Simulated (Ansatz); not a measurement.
# BNH2Cl (SMILES N[B]Cl) at UHF/STO-3G

What is the vertical ionisation energy of BNH2Cl at UHF/STO-3G? 

The results are computed with Ansatz 0.2.0.

61 further runs of the same task are left out: 61 set aside as unsound or not needed.

### 1 The structure to begin with

BNH2Cl has 5 atoms, charge 0, and is taken as a doublet. SMILES: `N[B]Cl`. The shape is that of a PBE0-D4/def2-TZVP optimisation. This is one conformer, not always the lowest.

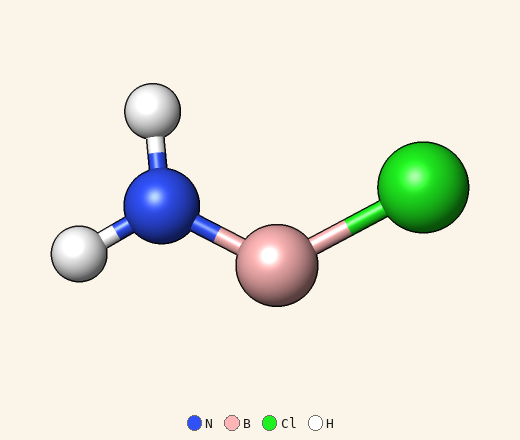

The structure, seen from a chosen angle (nitrogen blue, boron pink, chlorine green, hydrogen white).

### 2 A single-point energy at UHF/STO-3G

Contents of input.yaml:

```yaml
crystal:
  periodic: [false, false, false]
  atoms:
    - {symbol: N, position_ang: [-0.334000, 0.412100, -0.256700]}
    - {symbol: B, position_ang: [-0.098400, -0.544600, 0.704400]}
    - {symbol: Cl, position_ang: [1.343200, -1.526200, 0.784600]}
    - {symbol: H, position_ang: [-1.176700, 0.959900, -0.273100]}
    - {symbol: H, position_ang: [0.315800, 0.625100, -1.000600]}
basis:
  gaussian:
    orbitals: STO-3G
magnetization:
  spin_polarized: true
  initial_magnetization: 1
hamiltonian:
  xc: hf
accuracy: high
output: {orbitals: {seedname: orbitals}}
```

On the command line:

```bash
$ ansatz run input.yaml --threads 1 --pin off --max-ram 3480MiB --events-out events.jsonl --progress --plain --runs-dir runs
```

Output:

```text
Warning: RAYON_NUM_THREADS=1 ignored (pool sized by the plan → 1); use --threads N
Functional definition: HF
  name "HF"
  exchange = exact_x
  correlation = 0
372 factors; integrals over basis functions are off by at most 2.5e-8 eV
mean field evaluation 1: about -14525.6481 eV, gradient 1.1e1 eV
mean field evaluation 2: about -14525.7212 eV, gradient 1.1e1 eV
mean field evaluation 4: about -14527.1915 eV, gradient 1.7e0 eV
mean field evaluation 8: about -14527.2491 eV, gradient 1.4e-3 eV
mean field -14527.24811704 eV, -533.8665213786 hartree, gradient 9.1e-8 eV, S^2 0.758715; 0 other end points of the search recorded, 0 dependent functions left out
reference -14527.24811704 eV, -533.8665213786 hartree; 16, 15 occupied and 5, 6 virtual orbitals, 372 factors
Total energy: -14527.24811704 eV, -533.8665213786 hartree
```

Wall time 0.12 s (1 thread of Arm Neoverse V2, shared host).

### 3 The singlet cation, same level

Contents of run.yaml:

```yaml
crystal:
  periodic: [false, false, false]
  atoms:
    - symbol: "N"
      position_ang: [-0.334000, 0.412100, -0.256700]
    - symbol: B
      position_ang: [-0.098400, -0.544600, 0.704400]
    - symbol: Cl
      position_ang: [1.343200, -1.526200, 0.784600]
    - symbol: H
      position_ang: [-1.176700, 0.959900, -0.273100]
    - symbol: H
      position_ang: [0.315800, 0.625100, -1.000600]
basis:
  gaussian:
    orbitals: STO-3G
total_charge: 1
hamiltonian:
  xc: hf
accuracy: high
output: {orbitals: {seedname: orbitals}}
```

On the command line:

```bash
$ ansatz run run.yaml --threads 1 --pin off --max-ram 3480MiB --events-out events.jsonl --progress --plain --runs-dir runs
```

Output:

```text
Warning: RAYON_NUM_THREADS=1 ignored (pool sized by the plan → 1); use --threads N
Functional definition: HF
  name "HF"
  exchange = exact_x
  correlation = 0
371 factors; integrals over basis functions are off by at most 2.5e-8 eV
mean field evaluation 1: about -14517.2299 eV, gradient 2.8e1 eV
mean field evaluation 2: about -14517.2652 eV, gradient 2.8e1 eV
mean field evaluation 4: about -14520.4176 eV, gradient 1.6e0 eV
mean field evaluation 8: about -14520.4361 eV, gradient 5.6e-2 eV
mean field -14520.43614843 eV, -533.6161861497 hartree, gradient 2.2e-8 eV, S^2 0.000000; 0 other end points of the search recorded, 0 dependent functions left out
reference -14520.43614843 eV, -533.6161861497 hartree; 15, 15 occupied and 6, 6 virtual orbitals, 371 factors
Total energy: -14520.43614843 eV, -533.6161861497 hartree
```

Wall time 0.1 s (1 thread of Arm Neoverse V2, shared host).

### 4 What came out

At UHF/STO-3G:

```
                                          quantity          value
                      doublet BNH2Cl: total energy  -533.86652 Eh
doublet BNH2Cl: HOMO energy (highest over α and β)       -7.69 eV
 doublet BNH2Cl: LUMO energy (lowest over α and β)        7.85 eV
                              doublet BNH2Cl: ⟨S²⟩          0.759
                      singlet cation: total energy  -533.61619 Eh
                       singlet cation: HOMO energy      -17.88 eV
                       singlet cation: LUMO energy       -5.46 eV
                     singlet cation: HOMO–LUMO gap       12.43 eV
vertical ionisation energy (to the singlet cation)       6.812 eV
```

In words: Removing an electron at fixed nuclei costs 6.81 eV (157 kcal/mol). Only the singlet of the ionised species was computed; a triplet could lie lower. In a minimal basis such a difference can be off by several eV, whatever the method.
